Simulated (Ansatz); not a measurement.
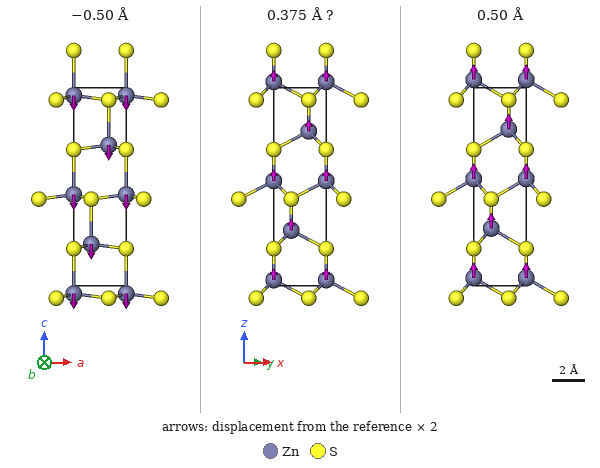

Crystalline ZnS (P6_3mc): the whole Zn sublattice is shifted rigidly, along Cartesian [0 0 1], all else fixed. Style: ball-and-stick. Shown: the cell of the calculation, repeated 1 × 1 × 1 with one cell outlined, along the b axis. Purple arrows: displacements from the reference.

All numbers below come from Ansatz, DFT PBE, scalar-relativistic, plane waves, PAW. Set-up: plane-wave cutoff 420 eV; k-point mesh 12 × 12 × 2; occupations gaussian; smearing width 0.05 eV; no spin polarisation. Energies (free energies at the smearing named) are counted from the relaxed crystal.

```
displacement (Å)  ΔE (eV/cell)
         −0.5000          1.19
         −0.3750          0.83
         −0.2500          0.45
         −0.1250          0.14
          0.0000          0.00
          0.1250          0.20
          0.2500          0.97
          0.3750             ?
          0.4375          4.10
          0.5000          5.98
```

**Estimate the missing energy from the other rows, and compare with the calculation.**

A straight line between the two neighbours gives 3.06 eV/cell. A cubic through the four nearest rows (0.1250, 0.2500, 0.4375, 0.5000) gives, with Lagrange weights, (−0.0667)(0.20) + (0.3333)(0.97) + (1.0667)(4.10) + (−0.3333)(5.98) = 2.69 eV/cell. The calculation gives 2.70 eV/cell, so the cubic is 0.01 eV/cell too low and the straight line 0.36 eV/cell too high, as the curve bends upwards here.

The whole profile:

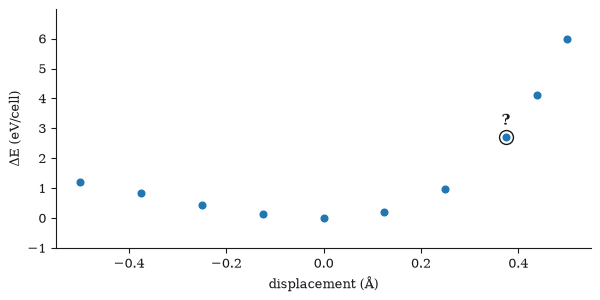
